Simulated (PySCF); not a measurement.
**Run report: C2H15B2NSi2, NMR shielding calculation**

System: C2H15B2NSi2.
Method: GIAO PBE0/pcSseg-1 NMR shielding, non-relativistic, gas phase (PySCF 2.14.0).

The geometry comes from this level: GFN2-xTB. It belongs to a series of runs on one base structure; here: H on C replaced by BH2. Figures and captions count atoms from 1; the log counts them from 0 in places.

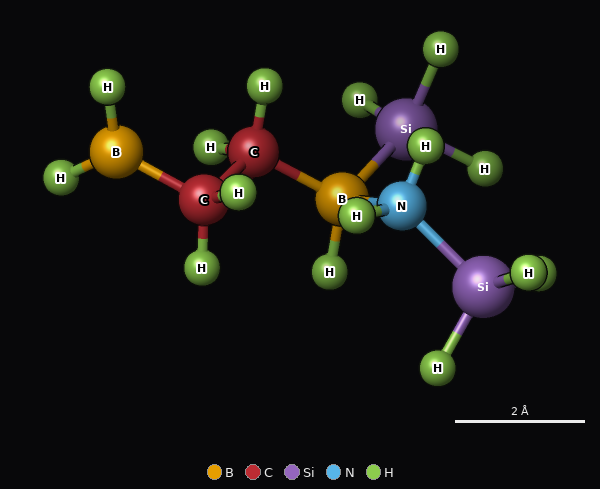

The structure as given in the input (ball-and-stick view, seen at a tilt).

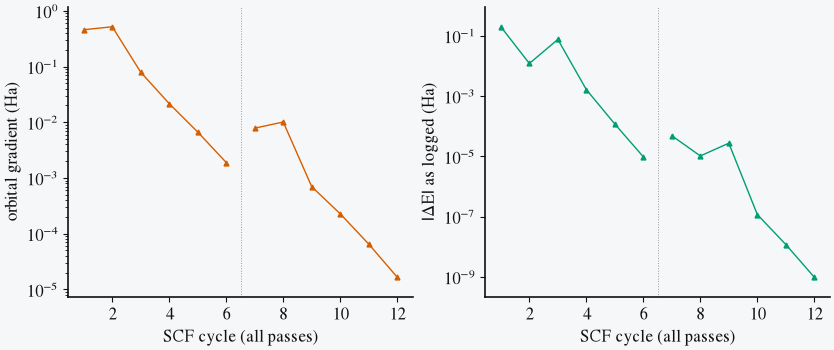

Convergence of the self-consistent field: orbital gradient and size of the energy change against the SCF cycle. The dotted line marks the change from a coarse to the final integration grid. The first 6 cycles use a coarse grid, the final grid takes over at cycle 7, and the field converges after 12 cycles in all.

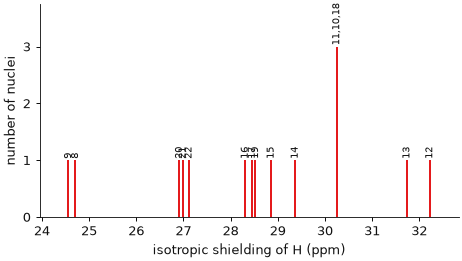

Isotropic shieldings of the hydrogen nuclei in this fixed geometry, labelled by atom number; shielding grows to the right, so chemical shift grows to the left. The least shielded is H9 (24.6 ppm), the most shielded H12 (32.2 ppm).

The input that produced these results follows, with the program's output.

The input
```
{"job": {"kind": "nmr", "xc": "PBE0", "basis": "pcSseg-1"}, "charge": 0, "multiplicity": 1}
B     -3.257585    -1.075938    -0.329551
C     -1.707486    -1.245004    -0.327940
C     -1.271749     0.242935    -0.152257
B      0.314363     0.524377    -0.446255
Si     0.821834     2.391525    -0.039445
N      1.140772    -0.472978     0.624331
Si     2.819542    -0.926507     0.202346
H     -3.841522    -1.020960     0.685521
H     -3.835298    -0.916258    -1.335080
H     -1.274729    -1.626625    -1.253121
H     -1.312657    -1.844331     0.499778
H     -1.564972     0.565754     0.852741
H     -1.859186     0.853607    -0.844177
H      0.633911     0.128858    -1.529282
H      0.749265     2.689813     1.416373
H      2.220273     2.768370    -0.346661
H      0.026268     3.457906    -0.663856
H      1.071530    -0.018985     1.530896
H      0.532701    -1.291295     0.662686
H      3.566967     0.305611     0.011627
H      3.304683    -1.693562     1.356397
H      2.712666    -1.776926    -0.976704
```

The first line tells a small driver script what to run in PySCF; the rest is the geometry in Å.

Command:
```bash
OMP_NUM_THREADS=1 python <driver script> task.json out
```

The program's output
```
coarse grid: 17960 points
cycle   1  E = -768.0175694582  dE =  1.993e-01  |g| = 4.588e-01  |ddm| = 3.918e+00
cycle   2  E = -768.0054990432  dE =  1.207e-02  |g| = 5.181e-01  |ddm| = 1.158e+00
cycle   3  E = -768.0812344904  dE = -7.574e-02  |g| = 7.889e-02  |ddm| = 6.778e-01
cycle   4  E = -768.0828740179  dE = -1.640e-03  |g| = 2.157e-02  |ddm| = 1.176e-01
cycle   5  E = -768.0829918981  dE = -1.179e-04  |g| = 6.666e-03  |ddm| = 2.561e-02
cycle   6  E = -768.0830015452  dE = -9.647e-06  |g| = 1.892e-03  |ddm| = 7.220e-03
final grid: 160256 points
cycle   7  E = -768.1164087546  dE = -4.832e-05  |g| = 7.842e-03  |ddm| = 3.289e-02
cycle   8  E = -768.1163984393  dE =  1.032e-05  |g| = 1.010e-02  |ddm| = 1.889e-02
cycle   9  E = -768.1164257380  dE = -2.730e-05  |g| = 6.970e-04  |ddm| = 1.065e-02
cycle  10  E = -768.1164258554  dE = -1.174e-07  |g| = 2.271e-04  |ddm| = 8.529e-04
cycle  11  E = -768.1164258673  dE = -1.188e-08  |g| = 6.497e-05  |ddm| = 2.184e-04
cycle  12  E = -768.1164258682  dE = -9.775e-10  |g| = 1.653e-05  |ddm| = 7.465e-05
converged SCF energy = -768.1164258682

GIAO shielding tensors (ppm)
atom      isotropic    diamagn.    paramagn.     s11        s22        s33       span
  0 B       26.886     192.002    -165.116    -38.027    -13.388    132.073    170.100
  1 C      159.882     251.711     -91.829    130.725    160.522    188.400     57.676
  2 C      186.681     255.502     -68.821    173.898    182.077    204.069     30.171
  3 B      116.429     190.707     -74.278    100.670    114.650    133.965     33.295
  4 Si     454.948     881.738    -426.790    421.412    441.347    502.085     80.674
  5 N      235.609     324.798     -89.189    218.278    233.947    254.601     36.323
  6 Si     394.429     878.937    -484.508    363.114    374.231    445.943     82.829
  7 H       24.711      29.517      -4.806     18.226     26.416     29.490     11.265
  8 H       24.562      29.537      -4.976     18.452     26.235     28.997     10.545
  9 H       30.233      32.647      -2.415     26.305     28.145     36.249      9.944
 10 H       30.228      33.357      -3.129     26.479     29.150     35.056      8.578
 11 H       32.220      35.752      -3.532     26.575     31.379     38.706     12.131
 12 H       31.736      34.761      -3.025     25.318     31.311     38.579     13.261
 13 H       29.368      33.092      -3.724     26.892     29.378     31.832      4.940
 14 H       28.857      30.183      -1.326     26.211     26.783     33.579      7.368
 15 H       28.308      30.111      -1.803     24.522     26.746     33.655      9.133
 16 H       28.456      29.780      -1.324     24.807     26.204     34.359      9.552
 17 H       30.282      34.322      -4.041     23.918     27.034     39.893     15.976
 18 H       28.527      35.488      -6.961     19.491     26.900     39.190     19.699
 19 H       26.913      28.639      -1.726     22.415     27.051     31.273      8.858
 20 H       26.990      27.741      -0.751     23.108     24.940     32.922      9.815
 21 H       27.117      28.736      -1.619     23.448     25.872     32.031      8.583
```

Summary

```tsv
quantity	value
outcome	converged
total energy	−768.116426 hartree
HOMO	−7.02 eV
LUMO	−0.86 eV
dipole moment	5.27 D
isotropic shielding, B	26.9 to 116.4 ppm
isotropic shielding, C	159.9 to 186.7 ppm
isotropic shielding, Si	394.4 to 454.9 ppm
isotropic shielding, N	235.6 ppm
isotropic shielding, H	24.6 to 32.2 ppm
hardware	1 CPU thread, shared host
wall time	88 s
peak memory	1 GiB
```
